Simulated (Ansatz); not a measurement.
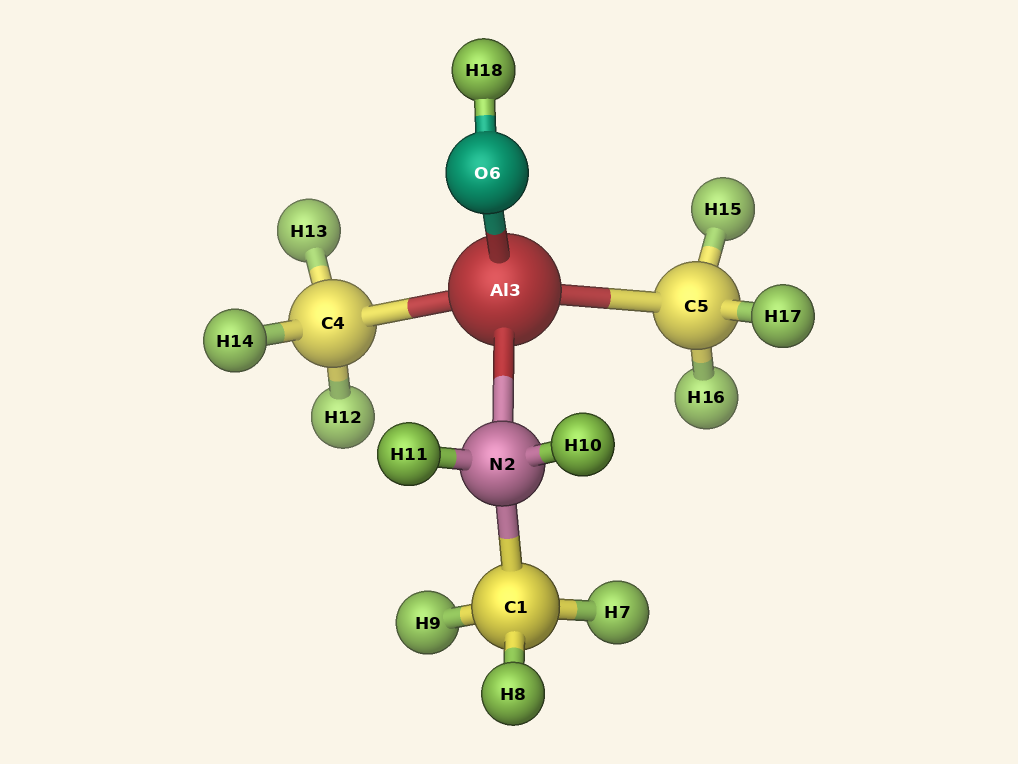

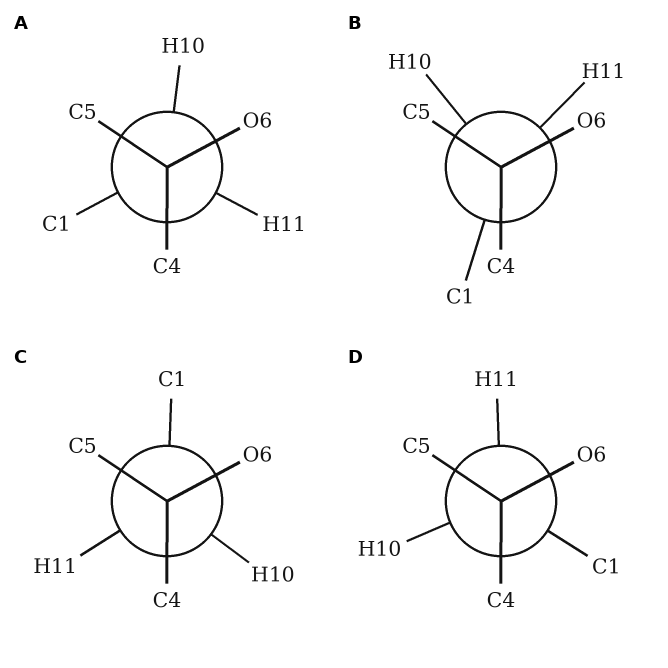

Depth is shown by fading: the farther an atom, the more it takes the colour of the background. Bonds that would overlap in a projection are set slightly apart. Computed geometry: PBE-D4/def2-SVP optimisation. No frequency run is at hand to confirm it as a minimum.

Question: Which Newman projection shows the view along Al3–N2, with Al3 in front?

Answer: A. The torsion angle O6–Al3–N2–C1 is 180°, antiperiplanar (anti).
